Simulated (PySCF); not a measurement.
# C2H4BN (SMILES CBC#N): levels of theory compared

We compute a comparison of 6 runs (HF/def2-SVP, B3LYP/6-31G*, PBE0/def2-SVP, PBE0/def2-TZVP, CCSD(T)/6-311G**) of C2H4BN. 

Program for the calculation: PySCF 2.14.0.

## (1) The system as given

C2H4BN has 8 atoms, charge 0, and is taken as a singlet. As SMILES, `CBC#N`. Geometry: relaxed at PBE0-D4/def2-TZVP.

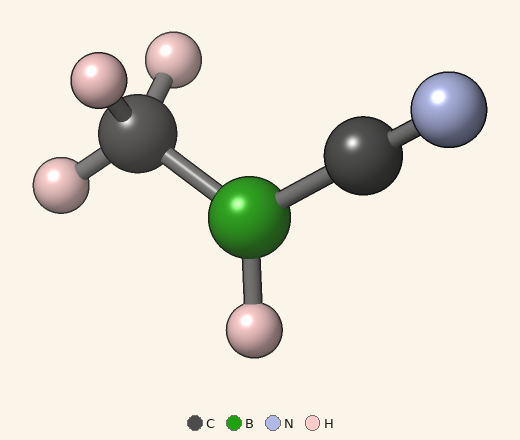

The structure, seen from a chosen angle (carbon dark grey, boron green, nitrogen light blue, hydrogen pink).

## (2) Energy and gradient at HF/def2-SVP (run 1)

Input file input.py:

```python
import pyscf.grad
from pyscf import gto, scf

mol = gto.M(
    atom='''
C   -0.712200   0.690600  -0.242100
B   -0.017500  -0.507000   0.447700
C    1.412700  -0.893300   0.039800
N    2.486100  -1.185100  -0.264600
H   -0.733800   0.527300  -1.327200
H   -1.722600   0.892900   0.109100
H   -0.099700   1.592700  -0.116800
H   -0.520700  -1.175200   1.298500
''',
    basis='def2-svp',
    max_memory=1860,
    verbose=3,
    charge=0,
)

mf = scf.RHF(mol)
mf.conv_tol = 1e-10
mf.kernel()
if not mf.converged:
    mf = mf.newton().run(mf.mo_coeff, mf.mo_occ)

e_tot = mf.e_tot
print('E = %.10f Eh' % e_tot)
grad = mf.Gradients().kernel()
mf.analyze()
```

On the command line:

```console
OMP_NUM_THREADS=1 python input.py
```

The program printed:

```text
converged SCF energy = -157.076372000452
[... 20 lines left out ...]
MO #11  energy= -0.54340559421297  occ= 2
[... 12 lines left out ...]
MO #24  energy= 0.406393424023763  occ= 0
[... 12 lines left out ...]
MO #37  energy= 0.914399675001075  occ= 0
[... 12 lines left out ...]
MO #50  energy= 1.6595427205196    occ= 0
[... 12 lines left out ...]
MO #63  energy= 2.409192331154     occ= 0
[... 12 lines left out ...]
MO #76  energy= 3.82111852723737   occ= 0
[... 9 lines left out ...]
Dipole moment(X, Y, Z, Debye): -3.12364,  1.34388,  0.45033
```

It took 2.3 s on 1 thread of Intel Xeon 6975P-C (Granite Rapids), shared host; peak memory 0.15 GiB.

## (3) Energy and gradient at B3LYP/6-31G(d) (spherical functions) (run 2)

Input file calc.py:

```python
# CBC#N
from pyscf import gto, dft

mol = gto.M(
    atom='''
C       -0.712200       0.690600      -0.242100
B       -0.017500      -0.507000       0.447700
C        1.412700      -0.893300       0.039800
N        2.486100      -1.185100      -0.264600
H       -0.733800       0.527300      -1.327200
H       -1.722600       0.892900       0.109100
H       -0.099700       1.592700      -0.116800
H       -0.520700      -1.175200       1.298500
''',
    max_memory=1860,
    verbose=3,
    spin=0,
    basis='6-31g*',
)

ks = dft.RKS(mol, xc='b3lyp')
ks.grids.level = 5
ks.conv_tol = 1e-10
ks.kernel()
if not ks.converged:
    ks = ks.newton().run(ks.mo_coeff, ks.mo_occ)

e_final = ks.e_tot
print('E = %.10f Eh' % e_final)
grad = ks.nuc_grad_method().kernel()
ks.analyze()
```

On the command line:

```console
OMP_NUM_THREADS=1 python calc.py
```

The program printed:

```text
converged SCF energy = -158.206418987704
[... 18 lines left out ...]
MO #9   energy= -0.424996519783099 occ= 2
[... 10 lines left out ...]
MO #20  energy= 0.170184863575174  occ= 0
[... 10 lines left out ...]
MO #31  energy= 0.62884358664168   occ= 0
[... 10 lines left out ...]
MO #42  energy= 1.13427428332976   occ= 0
[... 10 lines left out ...]
MO #53  energy= 1.81866151628114   occ= 0
[... 10 lines left out ...]
MO #64  energy= 3.17231456754348   occ= 0
[... 9 lines left out ...]
Dipole moment(X, Y, Z, Debye): -2.86306,  1.38220,  0.28039
```

Wall time 11 s (1 thread of Intel Xeon 6975P-C (Granite Rapids), shared host); peak memory 0.66 GiB.

Run 3 isn't shown in full; the table further down has it.

## (4) Energy and gradient at PBE0/def2-SVP (run 4)

Input file calc.py:

```python
from pyscf import gto, dft

system = gto.M(
    atom='''
C   -0.712200   0.690600  -0.242100
B   -0.017500  -0.507000   0.447700
C    1.412700  -0.893300   0.039800
N    2.486100  -1.185100  -0.264600
H   -0.733800   0.527300  -1.327200
H   -1.722600   0.892900   0.109100
H   -0.099700   1.592700  -0.116800
H   -0.520700  -1.175200   1.298500
''',
    spin=0,
    basis='def2-svp',
    max_memory=1860,
    verbose=3,
)

mf = dft.RKS(system)
mf.xc = 'pbe0'
mf.grids.level = 5
mf.conv_tol = 1e-10
mf.kernel()
if not mf.converged:
    mf = mf.newton().run(mf.mo_coeff, mf.mo_occ)

e_final = mf.e_tot
print('Final energy', e_final)
grad = mf.nuc_grad_method().kernel()
dip = mf.dip_moment()
pop, q = mf.mulliken_pop()
```

On the command line:

```console
OMP_NUM_THREADS=1 python calc.py
```

The program printed:

```text
converged SCF energy = -157.883602323639
Final energy -157.88360232363908
[... 8 lines left out ...]
Dipole moment(X, Y, Z, Debye): -2.88195,  1.41860,  0.25828
[... 85 lines left out ...]
charge of    7H =      0.01430
```

Run time: 11 s. Hardware: 1 thread of Intel Xeon 6975P-C (Granite Rapids), shared host; peak memory 0.76 GiB.

Run 5 isn't shown in full; the table further down has it.

## (5) The energy at CCSD(T)/6-311G(d,p) (run 6)

Input file job.py:

```python
from pyscf import gto, scf, cc

system = gto.M(
    atom='''
C       -0.712200       0.690600      -0.242100
B       -0.017500      -0.507000       0.447700
C        1.412700      -0.893300       0.039800
N        2.486100      -1.185100      -0.264600
H       -0.733800       0.527300      -1.327200
H       -1.722600       0.892900       0.109100
H       -0.099700       1.592700      -0.116800
H       -0.520700      -1.175200       1.298500
''',
    max_memory=1860,
    charge=0,
    verbose=4,
    basis='6-311g**',
)

calc0 = scf.RHF(system)
calc0.conv_tol = 1e-10
calc0.kernel()
if not calc0.converged:
    calc0 = calc0.newton().run(calc0.mo_coeff, calc0.mo_occ)

mycc = cc.CCSD(calc0, frozen=4)
mycc.kernel()
e_t = mycc.ccsd_t()
etot = mycc.e_tot + e_t
print('E = %.10f Eh' % etot)
dip = calc0.dip_moment()
pop, q = calc0.mulliken_pop()
```

On the command line:

```console
OMP_NUM_THREADS=1 python job.py
```

The program printed:

```text
PySCF version 2.14.0

[... 66 lines left out ...]
converged SCF energy = -157.234721953736
[... 12 lines left out ...]
Init t2, MP2 energy = -157.762208032408  E_corr(MP2) -0.527486078672164
[... 13 lines left out ...]
CCSD converged
[... 3 lines left out ...]
Dipole moment(X, Y, Z, Debye): -3.18140,  1.32754,  0.49493
[... 105 lines left out ...]
charge of    7H =      0.02272
```

It took 15 s on 1 thread of Intel Xeon 6975P-C (Granite Rapids), shared host; peak memory 0.57 GiB.

## (6) The series

```
run                               level  integration grid  Cartesian functions  energy (Eh)  dipole moment (D) of the reference  HOMO energy (eV)  LUMO energy (eV)  wall time
  1                         HF/def2-SVP                 –                   no  -157.076372                                3.43            -12.66              1.13      2.3 s
  2  B3LYP/6-31G* (spherical functions)                 5                   no  -158.206419                                3.19             -8.92             -2.58       11 s
  3  B3LYP/6-31G* (Cartesian functions)                 5                  yes  -158.210303                                3.20             -8.93             -2.59       11 s
  4                       PBE0/def2-SVP                 5                   no  -157.883602                                3.22             -9.36             -2.59       11 s
  5                      PBE0/def2-TZVP                 5                   no  -158.059824                                3.40             -9.44             -2.70       37 s
  6                    CCSD(T)/6-311G**                 –                   no  -157.815004                                3.48            -12.61              1.15       15 s
```

## (7) Summary of results

| quantity | value |
| --- | --- |
| run 6: total energy | -157.81500 Eh |
| run 6: dipole moment (Hartree–Fock density) | 3.48 D |
| run 6: HOMO energy (Hartree–Fock orbitals) | -12.61 eV |
| run 6: LUMO energy (Hartree–Fock orbitals) | 1.15 eV |
| run 6: HOMO–LUMO gap (Hartree–Fock orbitals) | 13.76 eV |
| run 6: correlation energy (4 core orbitals frozen) | -580.3 mEh |
| run 6: (T) correction | -22.89 mEh |
| run 6: T1 diagnostic | 0.013 |

Over runs 1, 2, 3, 4, 5 the dipole moment (its size) runs from 3.19 D (B3LYP/6-31G*) to 3.43 D (HF/def2-SVP). The two ends differ in method and basis. Over runs 1, 2, 3, 4, 5 the HOMO–LUMO gap runs from 6.34 eV (B3LYP/6-31G*) to 13.79 eV (HF/def2-SVP). Totals of different functionals can't be ranked against each other. All runs together took 86 s, the longest 37 s.
